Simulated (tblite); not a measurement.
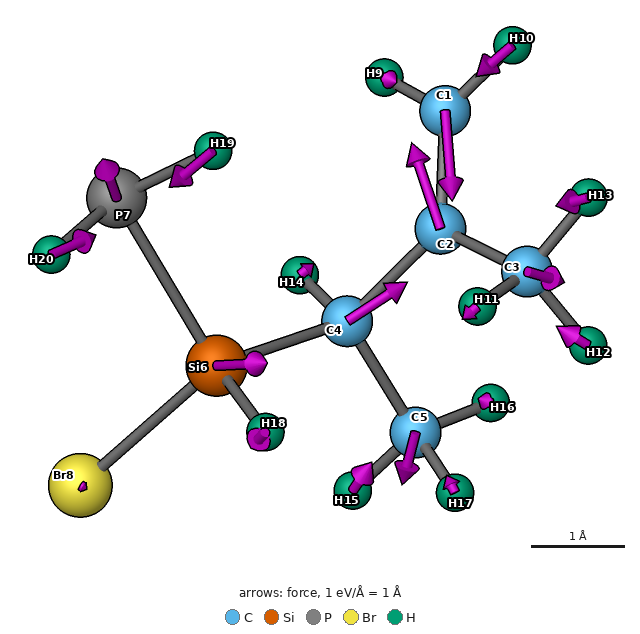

Starting geometry of C5H12BrPSi with the computed forces as purple arrows. A ball-and-stick model, seen at a tilt.

Method: GFN2-xTB geometry optimisation, gas phase (tblite). 

Question: What follows when this structure is relaxed?

Answer: It isn't relaxed: the largest force vector, on C1, is 1.07 eV/Å. The final displacements have little in common with the starting forces (cosine between the two patterns 0.15). H10 moves most after the best rigid fit: 0.51 Å. By element the largest moves are H 0.51 Å, P 0.46 Å, C 0.36 Å, Br 0.31 Å, Si 0.10 Å. Among the contacts that change: P7–H19 1.421 → 1.383 Å, C2–C4 1.538 → 1.500 Å, C1–C2 1.348 → 1.327 Å, Si6–H18 1.486 → 1.467 Å. Bond angles that change, for instance: P7–Si6–H18 108.3° → 118.0°, C2–C4–Si6 114.2° → 107.0°, Br8–Si6–H18 109.3° → 102.2°. Over 96 geometry steps the energy falls by 0.230 eV.
